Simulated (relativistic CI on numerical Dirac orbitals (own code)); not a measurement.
## Rh³⁺: relativistic CI calculation

- system: Rh³⁺.
- method: Dirac-Coulomb-Breit CI, KLI orbitals optimised for each configuration, model QED (radiative potential, 1s self-energy scaled to tabulated hydrogen-like ionisation energies), valence Slater integrals scaled by 0.8, Kramers-Heisenberg scattering through one core-hole configuration in a parametric crystal field (relativistic CI on numerical Dirac orbitals, in-house)

### Results in brief

```
quantity                      value
 outcome                  converged
hardware  1 CPU thread, shared host
CPU time                     0.85 s
```

### Notes

Limits: free-ion energies: absolute edge positions are off by a few eV from solids; atomic spin-orbit and Slater integrals without covalency.

### Input
```
atom Rh  Z=45  charge=3  electrons=42
nucleus A=103  rms_radius_fm=4.4945
hamiltonian dirac-coulomb  breit=on  qed=on  c_scale=1
orbitals kli  potential=per-configuration
slater_scale 0.8
correlation none
mixing on
configurations
  [Kr] 4d6
  [He] 2s2 2p5 3s2 3p6 3d10 4s2 4p6 4d7
end
rixs L2,3 T=300 core_hole_width=1.6
crystal_field D4h 10Dq=25550 Ds=-1430 Dt=810
```

Launched within a batch (the task file carries these settings):
```bash
python <driver script> task.json out
```

The program writes its results to a structured record and prints no log; tables and figures of this report are taken from that record.

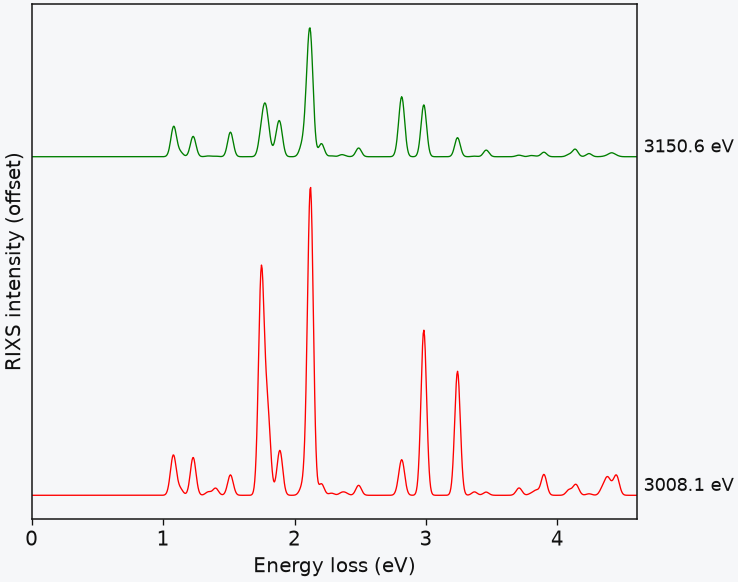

Figure 1. Resonant inelastic X-ray scattering at the L₂,₃ edge of Rh³⁺, [Kr] 4d⁶, in a field of D4h symmetry with 10Dq = 25,550, Ds = −1,430, Dt = 810 cm⁻¹, for two incident energies; the elastic line is left out and the lowest final levels are broadened by a Gaussian of 0.05 eV. Computed by the Kramers–Heisenberg formula on Dirac–Coulomb–Breit multiplets, Slater integrals scaled by 0.8, 300 K, core-hole width 1.6 eV, all polarisations summed. At 3008.1 eV the curve peaks at 1.1, 1.2, 1.7, 1.9, 2.1, 2.8, 3.0 and 3.2 eV; among the strongest single levels are 2.12 eV (E, S = 0.5, 100 %), 1.75 eV (E, S = 1.0, 74 %) and 2.98 eV (A₂, S = 0.1, 57 %). At 3150.6 eV the curve peaks at 1.1, 1.2, 1.5, 1.8, 1.9, 2.1, 2.2, 2.8, 3.0 and 3.2 eV; among the strongest single levels are 2.12 eV (E, S = 0.5, 34 %), 2.98 eV (A₂, S = 0.1, 18 %) and 2.82 eV (E, S = 1.0, 18 %). Percentages refer to the strongest inelastic level of all.
